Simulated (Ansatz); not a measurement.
# CH4InNO3: taking an electron away

How much energy removes an electron from CH4InNO3 at fixed geometry? The cation is run at each level and the neutral's energy taken from earlier runs.

Method: unrestricted cation, the program's frozen cores in correlated methods; program: Ansatz 0.2.0, Gaussian basis.

Plan: UKS PBE-D4/def2-TZVPP; UKS r2SCAN-D4/def2-TZVPP; UKS PBE0-D4/def2-TZVPP; UKS B3LYP-D4/def2-TZVPP; UKS wB97X-V/def2-TZVPP; UKS wB97M-V/def2-TZVPP; UKS B2PLYP/def2-TZVPP; UHF-CCSD(T)/def2-TZVPP; UHF-MP2/def2-QZVPP; extrapolation to the limit; then −ε(HOMO) from the neutral's earlier runs with LDA (SPW92), PBE-D4, revPBE-D4, BLYP-D4, r2SCAN-D4, B97M-V, PBE0-D4, B3LYP-D4, r2SCANh-D4, r2SCAN0-D4, HSE06-D4, BHLYP-D4, CAM-B3LYP-D4, LC-ωPBE, ωB97X-V, ωB97M-V.

**1. The geometry**

An earlier PBE0-D4 in a triple-zeta def2 set relaxation fixed the geometry. In takes the def2 core potential; no spin-orbit term is included.

SMILES `[NH2][In]([OH])[C](=O)O`, 10 atoms, charge 0, spin multiplicity 1.

Atoms are counted from 1 here; the program's logs count them from 0.

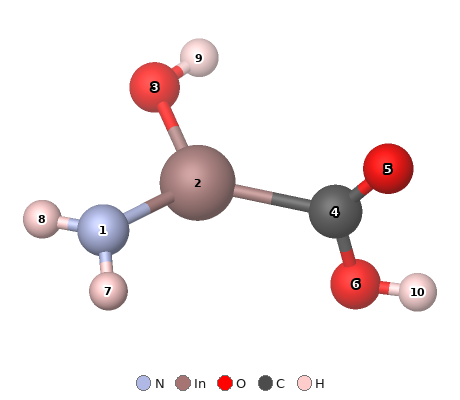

The structure; nitrogen light blue, indium brown, oxygen red, carbon dark grey, hydrogen pink; atoms are numbered from 1 in the order of the file.

**2. Cation, UKS PBE-D4/def2-TZVPP**

File in.yaml:

```yaml
crystal:
  periodic: [false, false, false]
  atoms:
    - {symbol: N, position_ang: [0.382455, -1.568253, 1.644067]}
    - {symbol: In, position_ang: [0.327105, 0.068756, 0.489402]}
    - {symbol: O, position_ang: [1.245059, 1.591753, 1.370438]}
    - {symbol: C, position_ang: [-0.337472, 0.231338, -1.587978]}
    - {symbol: O, position_ang: [0.382045, 0.217791, -2.545083]}
    - {symbol: O, position_ang: [-1.674557, 0.361751, -1.685276]}
    - {symbol: H, position_ang: [-0.317580, -2.281864, 1.511022]}
    - {symbol: H, position_ang: [0.536907, -1.417448, 2.630373]}
    - {symbol: H, position_ang: [1.347029, 2.359971, 0.804880]}
    - {symbol: H, position_ang: [-1.891001, 0.436195, -2.631846]}
basis:
  gaussian: {orbitals: def2-TZVPP}
total_charge: 1
magnetization: {spin_polarized: true, initial_magnetization: 1}
hamiltonian: {xc: pbe, dispersion: d4}
```

Command:

```console
> ansatz run in.yaml --threads 2 --pin off --events-out ev --progress --plain --max-ram 32768MiB --backend cpu
```

The runs that follow: Cation, UKS r2SCAN-D4/def2-TZVPP; Cation, UKS PBE0-D4/def2-TZVPP; Cation, UKS B3LYP-D4/def2-TZVPP; Cation, UKS wB97X-V/def2-TZVPP; Cation, UKS wB97M-V/def2-TZVPP; Cation, UKS B2PLYP (frozen core)/def2-TZVPP; Cation, UHF-CCSD(T)/def2-TZVPP; Cation, UHF-MP2/def2-QZVPP.

Before running them: what should the planned runs give, taken together? Wanted: ionisation energy, CCSD(T)/CBS; nearest functional by difference; nearest −ε(HOMO); −ε(HOMO) of PBE; T1 of the cation.

As calculated:

```
                        quantity               value
  ionisation energy, CCSD(T)/CBS             9.78 eV
nearest functional by difference  ωB97X-V (-0.16 eV)
                nearest −ε(HOMO)  ωB97X-V (-0.05 eV)
                 −ε(HOMO) of PBE             5.93 eV
                T1 of the cation               0.028
```

**Reading.** Energy differences with functionals land within 1.02 eV of the reference. The PBE orbital energy is 3.9 eV too small: a semilocal HOMO is no ionisation energy. Among orbital estimates ωB97X-V comes nearest. Hartree-Fock falls 1.55 eV short, as the neutral has more correlation energy than the cation. Correlated methods include outer-core shells of In, which these sets cover unevenly. With outer-core shells in play the reference is unsure by up to some tenths of an eV, so close misses can't be ranked.
